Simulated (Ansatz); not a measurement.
Band structure of NaLu3 (Fm-3m, 4 atoms in the cell).

```xyz
4
Lattice="0.0000 3.8844 3.8844 3.8844 0.0000 3.8844 3.8844 3.8844 0.0000" Properties=species:S:1:pos:R:3 pbc="T T T"
Na     0.0000     0.0000     0.0000
Lu     1.9422     1.9422     1.9422
Lu     5.8267     5.8267     5.8267
Lu     3.8844     3.8844     3.8844
```

Method: LDA (PW92), PAW files made with PBE (plane waves; Ansatz, a first-principles code).

Settings: basis.ecutwfc = 420 eV; kpoints.mp_grid.grid = 8 8 8; hamiltonian.xc = lda; hamiltonian.pseudopotentials = {kind: paw} (the program's default PAW files); scf.occupations.method = gaussian; scf.occupations.width = 0.1 eV; kpoints.band_path.npoints = 8.

The starting cell comes from a database of computed structures (which also holds hypothetical and non-ambient phases and stackings), without a prior relaxation at this level. Spin-orbit coupling is off.

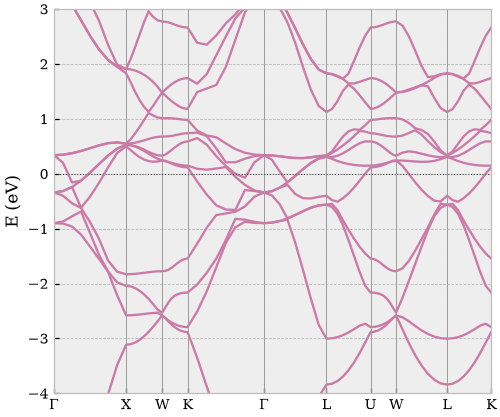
*Bands along the path, energies from the Fermi level.*

Levels in eV from the Fermi level, bands 39 to 46:
| point | 39 | 40 | 41 | 42 | 43 | 44 | 45 | 46 |
|---|---|---|---|---|---|---|---|---|
| Γ | -0.90 | -0.90 | -0.34 | -0.34 | -0.34 | 0.34 | 0.34 | 0.34 |
| X | -2.58 | -2.04 | -1.83 | 0.50 | 0.53 | 0.53 | 0.55 | 0.55 |
| W | -2.58 | -2.53 | -1.78 | 0.24 | 0.24 | 0.33 | 0.68 | 1.01 |
| K | -2.79 | -2.16 | -1.55 | 0.12 | 0.15 | 0.59 | 0.74 | 0.98 |
| L | -3.01 | -0.56 | -0.56 | -0.40 | 0.31 | 0.31 | 0.33 | 0.33 |
| U | -2.79 | -2.16 | -1.55 | 0.12 | 0.15 | 0.59 | 0.74 | 0.98 |

Bands cross the Fermi level along this path, so the cell is metallic at this level.

Keys are those of Ansatz 0.2.
